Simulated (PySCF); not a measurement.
**C6H13FSi2 (SMILES C=C[C@H]([SiH3])[SiH2]/C=C/CF): density, localisation and related maps**

Input file:

```
{"job": {"kind": "nmr", "xc": "PBE0", "basis": "pcSseg-1"}, "charge": 0, "multiplicity": 1}
C     -3.281608    -1.781227     0.240252
C     -2.625086    -0.800962    -0.356435
C     -1.385555    -0.165456     0.160825
Si    -1.745999     1.665288     0.574114
Si     0.031438    -0.417738    -1.098112
C      1.597368     0.396066    -0.447939
C      2.729017    -0.243284    -0.193200
C      3.982501     0.408727     0.297848
F      4.645243    -0.410547     1.183372
H     -2.942347    -2.202268     1.173156
H     -4.181916    -2.203199    -0.172981
H     -2.993789    -0.401372    -1.293082
H     -1.102796    -0.664960     1.093496
H     -2.029822     2.401901    -0.660156
H     -0.585630     2.254507     1.246581
H     -2.908744     1.734794     1.462084
H      0.262558    -1.852906    -1.298947
H     -0.322498     0.208851    -2.379892
H      1.572093     1.466614    -0.280480
H      2.812360    -1.310909    -0.340533
H      4.680335     0.586931    -0.531988
H      3.782468     1.350534     0.819598
```

Launched as:

```sh
OMP_NUM_THREADS=1 python probes_run.py task.json out
```

Geometry: GFN2-xTB.

Method: PySCF, PBE0/pcSseg-1, SCF density, gas phase, non-relativistic.

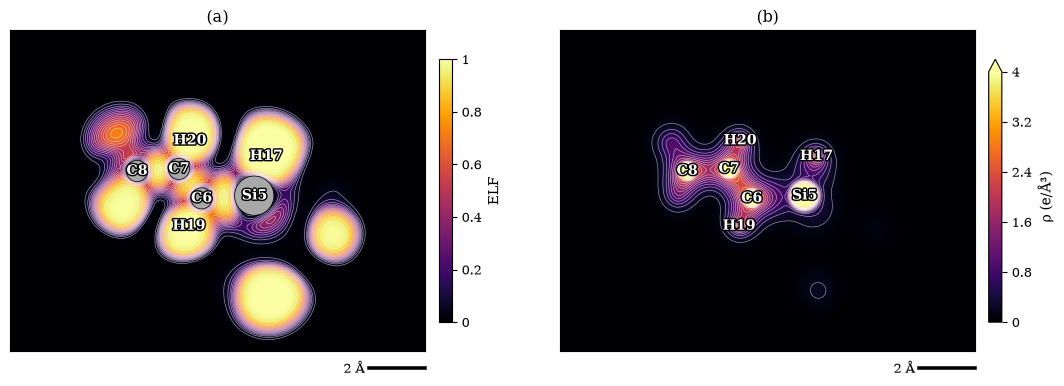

Figure 1. (a) electron localisation function; (b) electron density on the plane of atoms Si5, C6 and C7. Grey discs cover the atomic cores in the ELF map.

Question: Read the bonding off the picture.

Answer: Atoms in the plane: Si, C and H.
C–C (1.32 Å): ρ is about 2.3 e/Å³ halfway; the ELF peaks at about 0.90 between the atoms; a multiple bond.
C–Si (1.88 Å): the density is about 0.93 e/Å³ at the midpoint; the ELF peaks at about 0.95 between the atoms: a shared electron pair.
C–H (1.08 Å): the density is about 2 e/Å³ at the midpoint; the ELF climbs to about 1 towards the hydrogen, as it does in any bond to H; a covalent bond by its length.
C–C (1.50 Å): ρ is about 1.8 e/Å³ halfway; the ELF peaks at about 0.95 between the atoms (a shared electron pair).
Si–H (1.47 Å): ρ at the midpoint is about 0.8 e/Å³; the ELF climbs to about 1 towards the hydrogen.

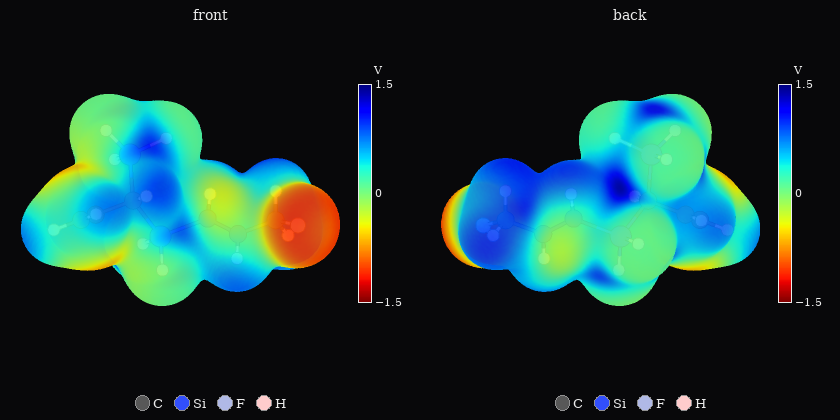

Figure 2. The molecular electrostatic potential painted on the density surface at 0.002 e/bohr³, seen from the front and from behind; the colour scale runs from red (negative) to blue (positive).

Question: Which sites attract a positive test charge, and which a negative one?

Answer: A positive charge is drawn to the negative regions and a negative charge to the positive ones. The most negative region (about −1.1 V) lies over F9, the most positive (about +1.2 V) over Si4 and Si5.

Question: What dipole moment does the calculation give?

Answer: Its dipole moment is 1.27 D.
